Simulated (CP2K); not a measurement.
# Two attempts at C3H8Si (SiH2Me(vinyl))

Aim: a single-point energy of C3H8Si (SiH2Me(vinyl)) at PM3.

The results are computed with CP2K 2026.2.

**1. The molecule**

The species is C3H8Si (12 atoms), meant as a singlet with charge 0. As SMILES, `[H][Si]([H])(C)C=C`. The shape is that of a GFN2-xTB optimisation. This is one conformer, not always the lowest.

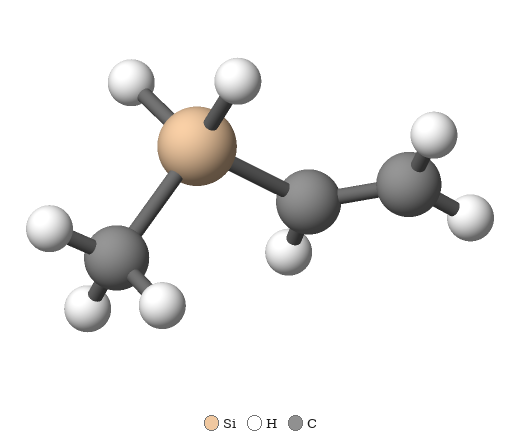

The structure, seen from a chosen angle (silicon light orange, hydrogen white, carbon grey).

**2. First attempt**

Input file run.inp:

```
&GLOBAL
  PROJECT_NAME run
  RUN_TYPE ENERGY
  PRINT_LEVEL MEDIUM
&END GLOBAL
&FORCE_EVAL
  METHOD QUICKSTEP
  &DFT
    &QS
      METHOD PM3
      EPS_DEFAULT 1.0E-10
      &SE
        &COULOMB
          CUTOFF [angstrom] 50
          RC_RANGE [angstrom] 0
        &END COULOMB
        &EXCHANGE
          CUTOFF [angstrom] 50
          RC_RANGE [angstrom] 0
        &END EXCHANGE
      &END SE
    &END QS
    &POISSON
      PERIODIC NONE
      POISSON_SOLVER ANALYTIC
    &END POISSON
    &SCF
      SCF_GUESS ATOMIC
      EPS_SCF 1.0E-06
      MAX_SCF 4
      ADDED_MOS 2
      &DIAGONALIZATION
        ALGORITHM STANDARD
      &END DIAGONALIZATION
      &MIXING
        METHOD DIRECT_P_MIXING
        ALPHA 0.4
      &END MIXING
    &END SCF
    &PRINT
      &MOMENTS
        PERIODIC F
        REFERENCE COM
        MAX_MOMENT 1
      &END MOMENTS
      &MO ON
        ENERGIES T
        OCCUPATION_NUMBERS T
        NDIGITS 6
        &EACH
          QS_SCF 0
        &END EACH
        ADD_LAST NUMERIC
      &END MO
      &HIRSHFELD OFF
      &END HIRSHFELD
    &END PRINT
  &END DFT
  &SUBSYS
    &CELL
      ABC 11.5 13.7 11.3
      PERIODIC NONE
    &END CELL
    &COORD
      Si     0.770580     0.313760     0.342150
      H      0.639640     0.350980     1.803490
      H      2.189700     0.202550    -0.027920
      C      0.043100     1.896950    -0.416490
      H      0.583360     2.775630    -0.076420
      H     -1.000790     2.025800    -0.143440
      H      0.098330     1.878210    -1.501440
      C     -0.156100    -1.176600    -0.344720
      C     -0.818610    -2.062840     0.381600
      H     -0.141440    -1.312530    -1.420730
      H     -0.870460    -1.986590     1.455760
      H     -1.337300    -2.905320    -0.051840
    &END COORD
    &TOPOLOGY
      &CENTER_COORDINATES
      &END CENTER_COORDINATES
    &END TOPOLOGY
  &END SUBSYS
&END FORCE_EVAL
```

Launch:

```console
$ OMP_NUM_THREADS=1 cp2k.psmp -i run.inp -o run.out
```

Output:

```text
CP2K| version string:                                       CP2K version 2026.2
 CP2K| Input file name                                                   run.inp

 GLOBAL| Basis set file name                                           BASIS_SET
 GLOBAL| Potential file name                                           POTENTIAL
 GLOBAL| Coordinate file name                                      __STD_INPUT__
 GLOBAL| Method name                                                        CP2K
 GLOBAL| Project name                                                        run
 GLOBAL| Run type                                                         ENERGY
 GLOBAL| FFT library                                                       FFTW3
 GLOBAL| Diagonalization library                                       ScaLAPACK
 GLOBAL| Global print level                                               MEDIUM
 GLOBAL| Total number of message passing processes                             1
 GLOBAL| Number of threads for this process                                    1
 GLOBAL| CPU model name                                                  UNKNOWN

[... 138 lines left out ...]
  Step     Update method      Time    Convergence         Total energy    Change
[... 13 lines left out ...]
  Total energy [eV]:                                         -501.88991150281805

  Atomic reference energy [eV]:                               551.07109248570373
  Heat of formation [kcal/mol]:                              1134.14506634321970

 *******************************************************************************
 *   ___                                                                       *
 *  /   \                                                                      *
 * [ABORT]                                                                     *
 *  \___/     SCF run NOT converged. To continue the calculation regardless,   *
 *    |             please set the keyword IGNORE_CONVERGENCE_FAILURE.         *
 *  O/|                                                                        *
 * /| |                                                                        *
 * / \                                                            qs_scf.F:702 *
 *******************************************************************************

 ===== Routine Calling Stack =====

            3 scf_env_do_scf
            2 qs_energies
            1 CP2K

Program received signal SIGABRT: Process abort signal.

Backtrace for this error:
#0  0x59577bb4f957 in ???
#1  0x59579c404cac in __pthread_kill_implementation
#2  0x59579c3abfb7 in raise
#3  0x59579c395d37 in abort
#4  0x59577c222d83 in ???
#5  0x59577c224297 in ???
#6  0x59577d0f99ab in ???
#7  0x59577d103c7b in ???
#8  0x59577cf7555b in ???
#9  0x59577bbfa0cf in ???
#10  0x59577c4d745f in ???
#11  0x59577c4d9d0b in ???
#12  0x59577bbf0db3 in ???
#13  0x59577bbeef13 in ???
#14  0x59579c396573 in __libc_start_call_main
#15  0x59579c396657 in __libc_start_main_impl
#16  0x59577bbef06f in ???
#17  0xffffffffffffffff in ???
```

Wall time 0.22 s (1 thread of Arm Neoverse V1, shared host).

**3. Reading the log**

No converged result was reached.

The log says `\___/     SCF run NOT converged. To continue the calculation regardless,`. What is wrong: few scf steps. Among its listed settings the sound run differs in this, and the input shows the rest: SCF iteration cap 74 in place of 4; starting guess core in place of atomic.

**4. Try two**

Input file job.inp:

```
&FORCE_EVAL
 METHOD QS
 &DFT
  &QS
   METHOD PM3
   EPS_DEFAULT 1.0E-10
   &SE
    &COULOMB
     CUTOFF [angstrom] 50
     RC_RANGE [angstrom] 0
    &END COULOMB
    &EXCHANGE
     CUTOFF [angstrom] 50
     RC_RANGE [angstrom] 0
    &END EXCHANGE
   &END SE
  &END QS
  &POISSON
   PERIODIC NONE
   POISSON_SOLVER ANALYTIC
  &END POISSON
  &SCF
   SCF_GUESS CORE
   EPS_SCF 1.0E-06
   MAX_SCF 74
   ADDED_MOS 2
   &DIAGONALIZATION
    ALGORITHM STANDARD
   &END DIAGONALIZATION
   &MIXING
    METHOD DIRECT_P_MIXING
    ALPHA 0.2
   &END MIXING
  &END SCF
  &PRINT
   &MOMENTS
    PERIODIC F
    REFERENCE COM
    MAX_MOMENT 1
   &END MOMENTS
   &MO ON
    ENERGIES T
    OCCUPATION_NUMBERS T
    NDIGITS 6
    &EACH
     QS_SCF 0
    &END EACH
    ADD_LAST NUMERIC
   &END MO
   &HIRSHFELD OFF
   &END HIRSHFELD
  &END PRINT
 &END DFT
 &SUBSYS
  &CELL
   ABC 11.5 13.7 11.3
   PERIODIC NONE
  &END CELL
  &COORD
   Si     0.770580     0.313760     0.342150
   H      0.639640     0.350980     1.803490
   H      2.189700     0.202550    -0.027920
   C      0.043100     1.896950    -0.416490
   H      0.583360     2.775630    -0.076420
   H     -1.000790     2.025800    -0.143440
   H      0.098330     1.878210    -1.501440
   C     -0.156100    -1.176600    -0.344720
   C     -0.818610    -2.062840     0.381600
   H     -0.141440    -1.312530    -1.420730
   H     -0.870460    -1.986590     1.455760
   H     -1.337300    -2.905320    -0.051840
  &END COORD
  &TOPOLOGY
   &CENTER_COORDINATES
   &END CENTER_COORDINATES
  &END TOPOLOGY
 &END SUBSYS
&END FORCE_EVAL
&GLOBAL
 PROJECT_NAME job
 RUN_TYPE ENERGY
 PRINT_LEVEL MEDIUM
&END GLOBAL
```

Launch:

```console
$ OMP_NUM_THREADS=1 cp2k.psmp job.inp > job.out
```

Output:

```text
CP2K| version string:                                       CP2K version 2026.2
[...]
 GLOBAL| Method name                                                        CP2K
[...]
 GLOBAL| Run type                                                         ENERGY
[...]
                             - Atoms:                                         12
[...]
                             - Spherical basis functions:                     24
[...]
 Number of electrons:                                                         24
[...]
     1 P_Mix/Diag. 0.20E+00    0.0     1.99385201       -14.9270550835 -1.49E+01
[...]
    29 DIIS/Diag.  0.27E-06    0.0     0.00000046       -20.2436308673 -1.47E-11
  *** SCF run converged in    29 steps ***
  Core-core repulsion energy [eV]:                           1313.31912178244056
  Core Hamiltonian energy [eV]:                              -798.79436967497782
  Two-electron integral energy [eV]:                        -2130.76392457332986
  Electronic energy [eV]:                                   -1864.17633196164297
  Total energy [eV]:                                         -550.85721017920218
  Atomic reference energy [eV]:                               551.07109248570373
  Heat of formation [kcal/mol]:                                 4.93224355025746
[...]
 SE_DIPOLE| Moment [Debye]          0.17119012      -0.22720027       0.14734466
 SE_DIPOLE| Derivative [a.u.]       0.00000000       0.00000000       0.00000000
 ENERGY| Total FORCE_EVAL ( QS ) energy [hartree]            -20.243630867251131
[...]
```

Wall time 0.28 s (1 thread of Arm Neoverse V1, shared host).

**5. Outcome**

Level: PM3.

```
         quantity         value
     total energy  -20.24363 Eh
    dipole moment        0.32 D
      HOMO energy     -10.01 eV
      LUMO energy       0.73 eV
    HOMO–LUMO gap      10.75 eV
heat of formation  4.9 kcal/mol
```

Mulliken charges run from -0.28 on C8 to +0.48 on Si1.
